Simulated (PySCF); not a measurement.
# C$_{6}$H$_{11}$FS$_{2}$Si: what the fields show

```xyz
21

F     1.3204   -1.2240    1.3529
C     0.9205   -1.1047    0.0440
S     2.3972   -0.8828   -1.0178
C     3.2158    0.4690   -0.1321
S     2.4306    2.1078   -0.2869
Si    0.5522    1.6535    0.6537
C    -0.0962    0.0179   -0.0955
C    -1.3921   -0.3917    0.5686
C    -2.3914   -1.2233   -0.1784
C    -2.6792    0.2192    0.1104
H     0.5027   -2.0752   -0.2487
H     4.2065    0.5544   -0.5704
H     3.2888    0.1974    0.9181
H     0.7712    1.4886    2.0874
H    -0.3179    2.7541    0.2809
H    -0.2729    0.1442   -1.1685
H    -1.2877   -0.5859    1.6290
H    -2.9422   -1.9768    0.3634
H    -2.1657   -1.5015   -1.1970
H    -3.4290    0.4599    0.8476
H    -2.6404    0.9167   -0.7123
```

Geometry: GFN2-xTB.

The calculation used PBE0/pcSseg-1, SCF density, gas phase, non-relativistic (PySCF).

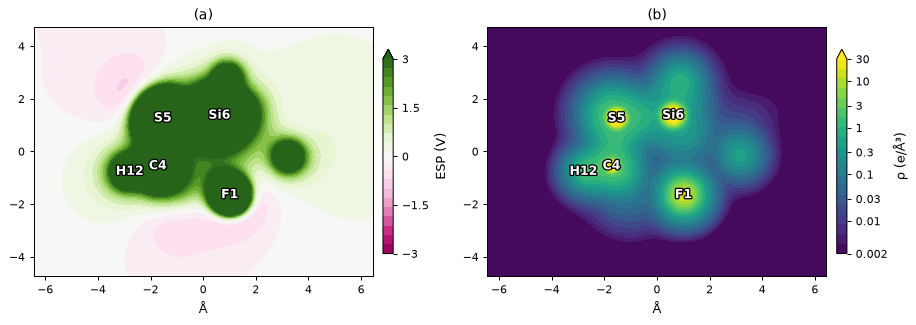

Figure 1. (a) electrostatic potential; (b) electron density on the plane of atoms S5, C4 and H12.

> Interpret the plot.

- Atoms in the plane: F, C, S, Si and H.
- C–S (1.82 Å): ρ at the midpoint is about 1.2 e/Å³.
- Si–S (2.15 Å): ρ at the midpoint is about 0.84 e/Å³.
- C–H (1.09 Å): ρ at the midpoint is about 2 e/Å³.
- Outside the dense part of the molecule the potential is most negative (−0.7 V) near S5.

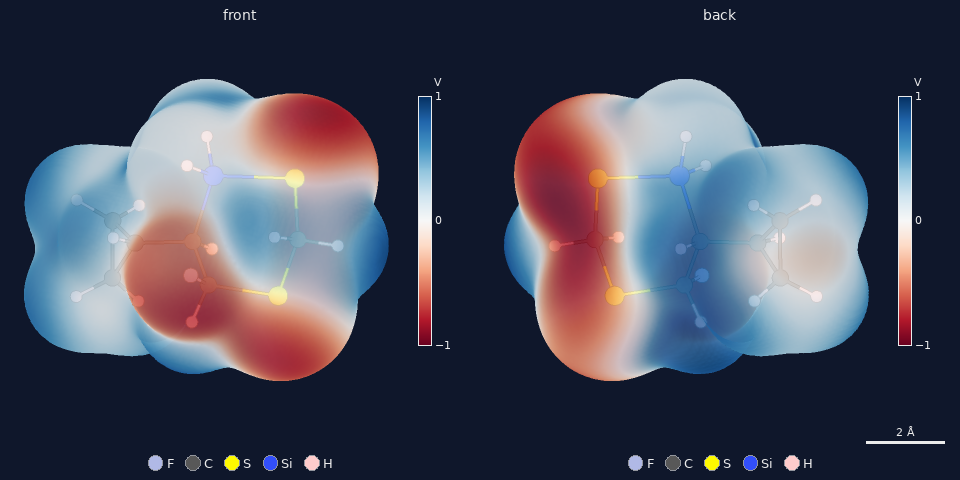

Figure 2. The molecular electrostatic potential painted on the density surface at 0.001 e/bohr³, seen from the front and from behind; the colour scale runs from red (negative) to blue (positive).

> Which sites attract a positive test charge, and which a negative one?

A positive charge is drawn to the negative regions and a negative charge to the positive ones. The most negative region (about −0.9 V) lies over S5, the most positive (about +0.9 V) over H11 and H12.

> How polar is the molecule by this calculation?

Its dipole moment is 2.21 D.
